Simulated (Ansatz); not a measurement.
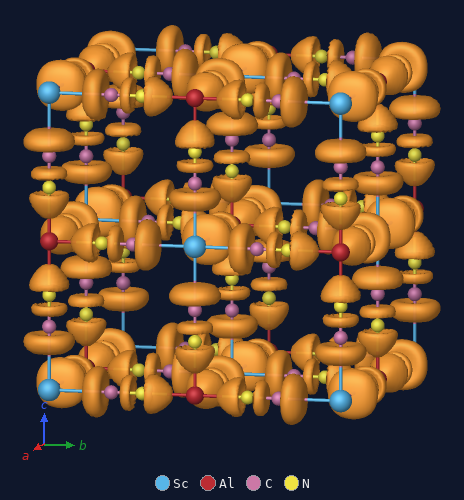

*ScAlC₆N₆. Isosurface of the ELF at 0.8 (orange), seen slightly off an axis. Core shells and regions of very low density are left out. Sticks mark near contacts.*

Space group Fm-3m; a structure generated by program, which may or may not match a known phase.

All numbers below come from Ansatz, DFT PBE, scalar-relativistic, plane waves, PAW.

The calculation's input:

```
crystal:
  lattice:
    - [0.0, 5.468454774, 5.468454774]
    - [5.468454774, 0.0, 5.468454774]
    - [5.468454774, 5.468454774, 0.0]
  atoms:
    - { symbol: Sc, position: [0.0, 0.0, 0.0] }
    - { symbol: Al, position: [0.5, 0.5, 0.5] }
    - { symbol: C, position: [0.7871547782, 0.2128452218, 0.2128452218] }
    - { symbol: C, position: [0.2128452218, 0.7871547782, 0.2128452218] }
    - { symbol: C, position: [0.2128452218, 0.2128452218, 0.7871547782] }
    - { symbol: C, position: [0.2128452218, 0.7871547782, 0.7871547782] }
    - { symbol: C, position: [0.7871547782, 0.2128452218, 0.7871547782] }
    - { symbol: C, position: [0.7871547782, 0.7871547782, 0.2128452218] }
    - { symbol: "N", position: [0.680716954, 0.319283046, 0.319283046] }
    - { symbol: "N", position: [0.319283046, 0.680716954, 0.319283046] }
    - { symbol: "N", position: [0.319283046, 0.319283046, 0.680716954] }
    - { symbol: "N", position: [0.319283046, 0.680716954, 0.680716954] }
    - { symbol: "N", position: [0.680716954, 0.319283046, 0.680716954] }
    - { symbol: "N", position: [0.680716954, 0.680716954, 0.319283046] }
basis:
  ecutwfc: 420
kpoints:
  mp_grid: { grid: [4, 4, 4] }
  band_path:
    path:
      - [[0.0, 0.0, 0.0], [0.5, 0.0, 0.5], [0.625, 0.25, 0.625]]
      - [[0.375, 0.375, 0.75], [0.0, 0.0, 0.0], [0.5, 0.5, 0.5], [0.5, 0.25, 0.75], [0.5, 0.0, 0.5]]
    npoints: 10
hamiltonian:
  xc: pbe
scf:
  occupations: { method: gaussian, width: 0.02 }
  n_extra_bands: 35
output:
  forces: true
  stress: true
  eigenvalues: true
  populations: true
  dos: { projected: true, de: 0.02, nscf_kmesh: { grid: [6, 6, 6] } }
  bader: false
  write_density: true
  write_potential: true
  elf: true
  volumetric_format: npy
```

Run with:

```sh
ansatz run input.yaml --threads 1 --pin off --max-ram 2560MiB --backend cpu --events-out ev --progress --plain --runs-dir out
```

Below, planes, directions and counts refer to the conventional cell (a = 10.94 Å, b = 10.94 Å, c = 10.94 Å, α = 90.00°, β = 90.00°, γ = 90.00°).

### Identify the bonds, lone pairs and shells in this picture.

At this value the surface marks out 24 regions between bonded C–N atoms (shared pairs), 24 lobes of the valence shell of C pointing towards Sc and 24 lobes of the valence shell of N pointing towards Al, counted in one cell of 56 atoms. Regions shared between cells count once.

Values along the shortest contacts:
C–N (1.16 Å): the ELF peaks at about 0.85 between the atoms (inside overlapping PAW spheres, so only a guide): a multiple bond. Al–N (1.98 Å): the ELF peaks at about 0.95 in the valence shell of N, 0.7 Å from its nucleus, and is about 0.90 at the midpoint.
